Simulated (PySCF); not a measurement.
**What a change does: excited-state calculation on C5H5Al**

System: C5H5Al, SMILES C#[C][Al]([CH3])[C]#C.
Method of run 1: TDDFT LDA/def2-SVPD, vertical, gas phase, core orbitals frozen in the response (PySCF 2.14.0).

The geometry comes from this level: PBE0-D3(BJ)/def2-SVP. Text and figures count atoms from 1; the logs count them from 0 in places.

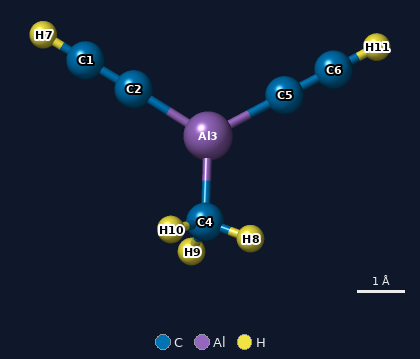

The structure (ball-and-stick view, seen at a tilt; atoms are numbered from 1 in the order of the input). Sticks mark near contacts.

### Input file, run 1
```
{"job": {"kind": "uv", "xc": "LDA", "basis": "def2-SVPD", "ip": true}, "charge": 0, "multiplicity": 1}
C      1.771996     2.510192     0.313861
C      1.078614     1.517692     0.150451
Al    -0.048210    -0.010036    -0.080163
C     -1.973873     0.186750    -0.230017
C      0.797837    -1.721827    -0.184357
C      1.330272    -2.819181    -0.254682
H      2.390651     3.379840     0.453377
H     -2.505945    -0.763533    -0.069403
H     -2.238124     0.546762    -1.239757
H     -2.365636     0.932408     0.480771
H      1.801193    -3.785008    -0.316393
```

The first line tells a small driver script what to run in PySCF; the rest is the geometry in Å.

Command:
```bash
OMP_NUM_THREADS=1 python <driver script> task.json out
```

Hardware: 1 CPU thread, shared host.

### Output (run 1)
```
coarse grid: 10160 points
cycle   1  E = -432.5358131784  dE =  3.263e-01  |g| = 7.512e-01  |ddm| = 8.382e+00
cycle   2  E = -432.2277441680  dE =  3.081e-01  |g| = 1.245e+00  |ddm| = 3.132e+00
cycle   3  E = -432.6245434102  dE = -3.968e-01  |g| = 5.022e-01  |ddm| = 2.175e+00
cycle   4  E = -432.6959987687  dE = -7.146e-02  |g| = 4.930e-02  |ddm| = 5.941e-01
cycle   5  E = -432.6963404880  dE = -3.417e-04  |g| = 3.434e-02  |ddm| = 1.180e-01
cycle   6  E = -432.6966896868  dE = -3.492e-04  |g| = 2.186e-03  |ddm| = 5.479e-02
cycle   7  E = -432.6966907449  dE = -1.058e-06  |g| = 1.302e-03  |ddm| = 6.353e-03
final grid: 94792 points
cycle   8  E = -432.7890407328  dE = -2.457e-05  |g| = 4.695e-03  |ddm| = 8.846e-02
cycle   9  E = -432.7889900164  dE =  5.072e-05  |g| = 1.446e-02  |ddm| = 1.931e-02
cycle  10  E = -432.7890459256  dE = -5.591e-05  |g| = 1.639e-03  |ddm| = 1.424e-02
cycle  11  E = -432.7890466096  dE = -6.840e-07  |g| = 3.611e-04  |ddm| = 2.405e-03
cycle  12  E = -432.7890466390  dE = -2.939e-08  |g| = 1.697e-04  |ddm| = 8.686e-04
cycle  13  E = -432.7890466454  dE = -6.454e-09  |g| = 7.958e-05  |ddm| = 2.569e-04
cycle  14  E = -432.7890466470  dE = -1.571e-09  |g| = 1.980e-05  |ddm| = 1.009e-04
cycle  15  E = -432.7890466471  dE = -1.207e-10  |g| = 2.620e-06  |ddm| = 3.912e-05
converged SCF energy = -432.7890466471

Static polarisability (au): isotropic 85.286, principal 59.135 87.454 109.269

Singlet excitations
state   eV       nm        f      main configurations
  1   4.3408    285.6   0.00083   H->L 0.95
  2   4.3513    284.9   0.00009   H-1->L 0.95
  3   4.8562    255.3   0.09103   H-2->L 0.91
  4   5.0539    245.3   0.01827   H-3->L 0.90
  5   5.1520    240.7   0.00185   H-4->L 0.99
  6   5.9736    207.6   0.00002   H-2->L+1 0.98
  7   6.0370    205.4   0.05255   H->L+1 0.80, H-1->L+4 0.10
  8   6.1259    202.4   0.08010   H-1->L+1 0.69, H->L+4 0.18
  9   6.1858    200.4   0.00011   H-3->L+1 0.95
 10   6.4175    193.2   0.00017   H-5->L 0.57, H->L+2 0.41

Triplet excitations (Tamm-Dancoff, eV): 4.1877 4.2034 4.2234 4.3576
Vertical ionisation energy (delta-SCF) = 9.8413 eV
Vertical electron affinity (delta-SCF) = 0.3665 eV
```

Run 2 used a changed input.

### The two runs side by side

```tsv
quantity	run 1	run 2
outcome	converged	converged
total energy (hartree)	−432.789047	−435.534631
HOMO (eV)	−6.99	−9.05
LUMO (eV)	−2.70	−0.80
dipole moment (D)	0.22	0.13
lowest excitation (eV)	4.34	5.01
SCF iterations	15	13
strongest computed line (eV)	4.86	7.41
basis functions	164	164
wall time (shared host)	77 s	87 s
```

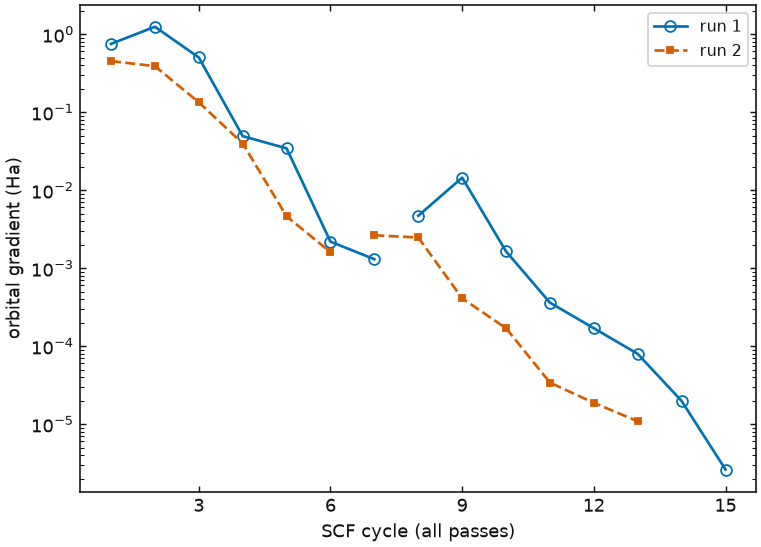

Convergence of the two runs: orbital gradient against the SCF cycle. A break in a curve parts two SCF passes (coarse and final grid). Run 1 takes 15 cycles in all, and run 2 takes 13.

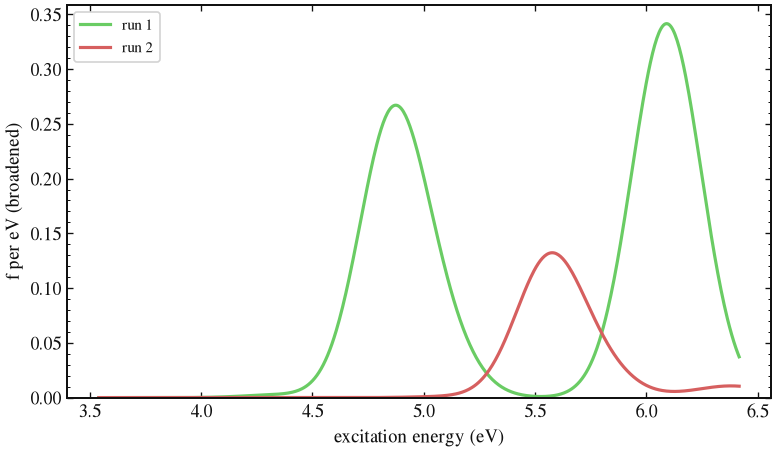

Absorption of the two runs from their computed states, each broadened by a Gaussian of 0.35 eV full width; the range ends where the shorter list of states ends.

What was changed in the input?

The change (lines with − go, lines with + come):
```diff
-"xc": "LDA"
+"xc": "BHandHLYP"
```

The total energies belong to different methods, so their difference says nothing on which is more stable or more accurate. The HOMO goes from −6.99 to −9.05 eV. The LUMO goes from −2.70 to −0.80 eV. The dipole moment goes from 0.22 to 0.13 D. The lowest excitation goes from 4.34 to 5.01 eV. The strongest computed line goes from 4.86 to 7.41 eV. The functional changes from LDA to BHandHLYP. Exact exchange removes part of the self-interaction error of semilocal functionals, which pushes filled and empty levels apart. The SCF takes 13 iterations against 15.

### Output (run 2)
```
coarse grid: 10160 points
cycle   1  E = -435.4230107131  dE =  4.140e-01  |g| = 4.514e-01  |ddm| = 6.926e+00
cycle   2  E = -435.4422252553  dE = -1.921e-02  |g| = 3.890e-01  |ddm| = 1.872e+00
cycle   3  E = -435.4789852419  dE = -3.676e-02  |g| = 1.338e-01  |ddm| = 5.796e-01
cycle   4  E = -435.4834447530  dE = -4.460e-03  |g| = 3.961e-02  |ddm| = 2.694e-01
cycle   5  E = -435.4838781704  dE = -4.334e-04  |g| = 4.614e-03  |ddm| = 1.052e-01
cycle   6  E = -435.4838842402  dE = -6.070e-06  |g| = 1.603e-03  |ddm| = 1.557e-02
final grid: 94792 points
cycle   7  E = -435.5346286868  dE = -1.126e-05  |g| = 2.636e-03  |ddm| = 5.953e-02
cycle   8  E = -435.5346289674  dE = -2.806e-07  |g| = 2.472e-03  |ddm| = 8.459e-03
cycle   9  E = -435.5346305471  dE = -1.580e-06  |g| = 4.105e-04  |ddm| = 3.708e-03
cycle  10  E = -435.5346305909  dE = -4.383e-08  |g| = 1.698e-04  |ddm| = 7.057e-04
cycle  11  E = -435.5346306031  dE = -1.219e-08  |g| = 3.405e-05  |ddm| = 3.247e-04
cycle  12  E = -435.5346306044  dE = -1.282e-09  |g| = 1.875e-05  |ddm| = 9.864e-05
cycle  13  E = -435.5346306047  dE = -2.905e-10  |g| = 1.087e-05  |ddm| = 5.114e-05
converged SCF energy = -435.5346306047

Static polarisability (au): isotropic 78.918, principal 56.242 80.101 100.412

Singlet excitations
state   eV       nm        f      main configurations
  1   5.0122    247.4   0.00000   H->L 0.82
  2   5.1142    242.4   0.00035   H-1->L 0.79
  3   5.5611    222.9   0.04582   H-2->L 0.67, H->L+2 0.15
  4   5.7797    214.5   0.00943   H-3->L 0.61, H-1->L+2 0.13
  5   6.1462    201.7   0.00001   H-2->L+2 0.58, H-3->L+6 0.15
  6   6.2058    199.8   0.00093   H-3->L+2 0.37, H-4->L 0.18, H-2->L+6 0.15
  7   6.4040    193.6   0.00355   H-4->L 0.66, H-3->L+2 0.13
  8   7.4053    167.4   0.38921   H-2->L 0.30, H->L+2 0.22, H->L+1 0.11
  9   7.4556    166.3   0.25583   H-1->L+1 0.32, H-3->L 0.27, H-1->L+2 0.09
 10   7.5494    164.2   0.06076   H->L+1 0.67, H->L+2 0.19

Triplet excitations (Tamm-Dancoff, eV): 4.3799 4.4895 4.6923 4.7858
Vertical ionisation energy (delta-SCF) = 10.0466 eV
```
